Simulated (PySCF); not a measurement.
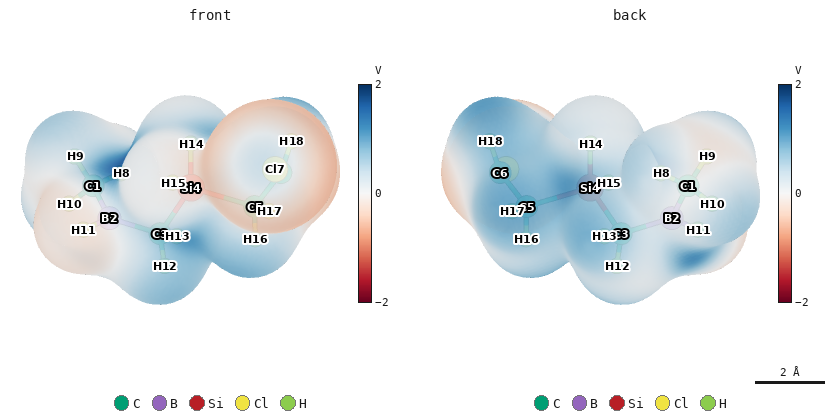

*C4H11BClSi (SMILES CBC[SiH2]C[CH]Cl) (doublet). The molecular electrostatic potential painted on the density surface at 0.002 e/bohr³, seen from the front and from behind; red is negative and blue positive.*

Geometry: GFN2-xTB.

Level of theory: UKS B3LYP, pcH-1 on B C Cl H Si, non-relativistic, mean-field spin-orbit, GIAO (PySCF 2.14.0, density-fitted response routines).

Input

```
{"job": {"kind": "epr", "basis": "pcH-1"}, "charge": 0, "multiplicity": 2}
C     -3.069060     0.022978    -0.379092
B     -1.945355    -0.990687     0.049454
C     -0.594568    -1.052630    -0.714369
Si     0.549759     0.241452     0.102028
C      2.267220     0.171271    -0.813728
C      3.190112     1.157461    -0.270634
Cl     3.928234     0.848742     1.235210
H     -2.770121     0.713319    -1.164491
H     -3.418357     0.610903     0.468787
H     -3.943987    -0.519490    -0.738720
H     -2.118962    -1.680599     0.982705
H     -0.100096    -2.021459    -0.651528
H     -0.681358    -0.789772    -1.768428
H      0.027458     1.605787    -0.049643
H      0.792606    -0.043809     1.518669
H      2.668735    -0.835145    -0.699377
H      2.114520     0.365360    -1.874581
H      3.094462     2.202635    -0.508679
```

Run with:

```sh
OMP_NUM_THREADS=1 python probes_run.py task.json out
```

Which sites attract a positive test charge, and which a negative one?

A positive charge is drawn to the negative regions and a negative charge to the positive ones. The most negative region (about −0.6 V) lies over Cl7, the most positive (about +1.4 V) over B2 and Si4. Cl7 shows a σ-hole: about +0.3 V at the tip opposite its bond, against about −0.3 V on its flanks.
